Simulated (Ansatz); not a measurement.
# One shape, several levels: SiF2 (SMILES F[Si]F)

Aim: a comparison of 6 runs (HF/STO-3G, BHLYP/STO-3G, UB3LYP/STO-3G, UPBE0/STO-3G, MP2/STO-3G, CCSD/STO-3G) of SiF2. 

Program for the calculation: Ansatz 0.2.0.

41 further runs of the same task are left out: 3 that didn't finish, 38 set aside as unsound or not needed.

## (1) The system as given

SiF2 has 3 atoms, charge 0, and is taken as a singlet. As SMILES, `F[Si]F`. The F3–Si2 distance was set to 3.203 Å, away from the relaxed value. At this shape a bond of the SMILES string is far longer than usual.

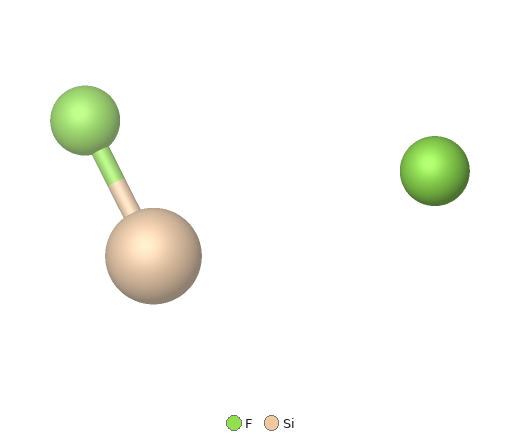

Viewed from a chosen angle; fluorine green, silicon light orange.

## (2) A single-point energy at HF/STO-3G (run 1)

Input file job.yaml:

```yaml
crystal:
  periodic: [false, false, false]
  atoms:
    - {symbol: F, position_ang: [-0.857178, 2.400775, -0.201391]}
    - {symbol: Si, position_ang: [-1.618378, 1.107575, -0.760891]}
    - {symbol: F, position_ang: [0.428600, -1.200400, 0.100700]}
basis:
  gaussian:
    orbitals: STO-3G
hamiltonian:
  xc: hf
accuracy: high
```

On the command line:

```sh
$ ansatz run job.yaml --threads 1 --pin off --max-ram 2610MiB --events-out events.jsonl --progress --plain --runs-dir runs
```

Standard output:

```text
Warning: RAYON_NUM_THREADS=1 ignored (pool sized by the plan → 1); use --threads N
Functional definition: HF
  name "HF"
  exchange = exact_x
  correlation = 0
304 factors; integrals over basis functions are off by at most 2.5e-8 eV
mean field evaluation 1: about -13093.2169 eV, gradient 1.9e1 eV
mean field evaluation 2: about -13093.2428 eV, gradient 1.9e1 eV
mean field evaluation 4: about -13094.9316 eV, gradient 7.9e0 eV
mean field evaluation 8: about -13096.0946 eV, gradient 8.8e0 eV
mean field evaluation 16: about -13098.4178 eV, gradient 1.0e-6 eV
mean field evaluation 32: about -13091.3133 eV, gradient 3.7e1 eV
mean field -13098.41778218 eV, -481.3579750686 hartree, gradient 4.3e-8 eV, S^2 0.000000; 0 other end points of the search recorded, 0 dependent functions left out
reference -13098.41778218 eV, -481.3579750686 hartree; 16, 16 occupied and 3, 3 virtual orbitals, 304 factors
Total energy: -13098.41778218 eV, -481.3579750686 hartree
```

Run time: 0.12 s. Hardware: 1 thread of Arm Neoverse V1, shared host.

## (3) A single-point energy at BHLYP/STO-3G (run 2)

Input file molecule.yaml:

```yaml
crystal:
  periodic: [false, false, false]
  atoms:
    - symbol: F
      position_ang: [-0.857178, 2.400775, -0.201391]
    - symbol: Si
      position_ang: [-1.618378, 1.107575, -0.760891]
    - symbol: F
      position_ang: [0.428600, -1.200400, 0.100700]
basis:
  gaussian: {orbitals: STO-3G}
hamiltonian: {xc: {name: BHLYP}}
accuracy: high
```

On the command line:

```sh
$ ansatz run molecule.yaml --threads 1 --pin off --max-ram 2610MiB --events-out events.jsonl --progress --plain --runs-dir runs
```

Standard output:

```text
Warning: RAYON_NUM_THREADS=1 ignored (pool sized by the plan → 1); use --threads N
Functional definition: BHLYP
  name "BHLYP"
  parameter a = 0.5
  exchange = (1 - a)*b88_x + a*exact_x
  correlation = lyp_c
304 factors; integrals over basis functions are off by at most 2.5e-8 eV
mean field evaluation 1: about -13125.0203 eV, gradient 1.9e1 eV
mean field evaluation 2: about -12763.5832 eV, gradient 3.2e1 eV
mean field evaluation 4: about -13126.4090 eV, gradient 9.9e0 eV
mean field evaluation 8: about -13126.4157 eV, gradient 9.9e0 eV
mean field evaluation 16: about -13132.1582 eV, gradient 7.0e-8 eV
mean field evaluation 32: about -13127.0349 eV, gradient 2.7e1 eV
mean field -13132.15821237 eV, -482.5979130079 hartree, gradient 2.8e-8 eV, S^2 0.000000; 4 other end points of the search recorded, 0 dependent functions left out
reference -13132.15822684 eV, -482.5979135398 hartree; 16, 16 occupied and 3, 3 virtual orbitals, 304 factors
Total energy: -13132.15822684 eV, -482.5979135398 hartree
```

Run time: 1.2 s. Hardware: 1 thread of Arm Neoverse V1, shared host.

Runs 3 to 5 aren't shown in full; the table further down has their settings and results.

## (4) The energy at CCSD/STO-3G (run 6)

Input file run.yaml:

```yaml
crystal:
  periodic: [false, false, false]
  atoms:
    - {symbol: F, position_ang: [-0.857178, 2.400775, -0.201391]}
    - {symbol: Si, position_ang: [-1.618378, 1.107575, -0.760891]}
    - {symbol: F, position_ang: [0.428600, -1.200400, 0.100700]}
basis:
  gaussian:
    orbitals: STO-3G
correlation:
  method: ccsd
  frozen_orbitals: {F: 1, Si: 5}
scf:
  omitted_lower_state_checks: [cluster_reference, increment]
accuracy: high
```

On the command line:

```sh
$ ansatz run run.yaml --threads 1 --pin off --max-ram 2610MiB --events-out events.jsonl --progress --plain --runs-dir runs
```

Standard output:

```text
Warning: RAYON_NUM_THREADS=1 ignored (pool sized by the plan → 1); use --threads N
[... 13 lines left out ...]
7 core orbitals not correlated: weight in the atoms' cores, before any rotation towards them, 1.000 or more for the frozen orbitals, at most 0.000 for the correlated occupied ones
[... 51 lines left out ...]
WARN: these amplitudes may be one of several solutions (largest doubles amplitude 0.92, level shift 13.21 eV)
Total energy: -13105.11011240 eV, -481.6039136679 hartree
Checks for a lower state left out: cluster_reference, increment
```

Wall time 0.26 s (1 thread of Arm Neoverse V1, shared host).

## (5) All runs side by side

```
run          level  frozen core orbitals  energy (Eh)  wall time
  1      HF/STO-3G                     –  -481.357975     0.12 s
  2   BHLYP/STO-3G                     –  -482.597914      1.2 s
  3  UB3LYP/STO-3G                     –  -482.709428      3.6 s
  4   UPBE0/STO-3G                     –  -482.448108      3.3 s
  5     MP2/STO-3G                     7  -481.539838     0.18 s
  6    CCSD/STO-3G                     7  -481.603914     0.26 s
```

## (6) Summary of results

| quantity | value |
| --- | --- |
| run 6: total energy | -481.60391 Eh |
| run 6: correlation energy (7 core orbitals frozen) | -245.9 mEh |
| run 6: T1 diagnostic | 0.080 |

In words: Below the HF energy at the same shape and in the same basis (STO-3G): MP2 -181.9 mEh; CCSD -245.9 mEh. Totals of different functionals can't be ranked against each other. In run 6 the T1 diagnostic is large, so a single reference may not serve. In runs 5, 6 the log says that unrestricted orbitals would lower the reference, so the values rest on an unstable closed-shell determinant (other closed-shell runs at this shape may share the fault). In runs 1, 2, 3, 4, 5, 6 the basis is minimal, so the values are rough. In runs 1, 2, 5, 6 a closed-shell determinant meets a far-stretched bond, which it describes badly. Spin contamination of the reference: run 4 ⟨S²⟩ = 0.87, run 3 ⟨S²⟩ = 0.83. Where it is this large, the reference is a mixture of spin states, and values that rest on it are in doubt. All runs together took 8.7 s, the longest 3.6 s.
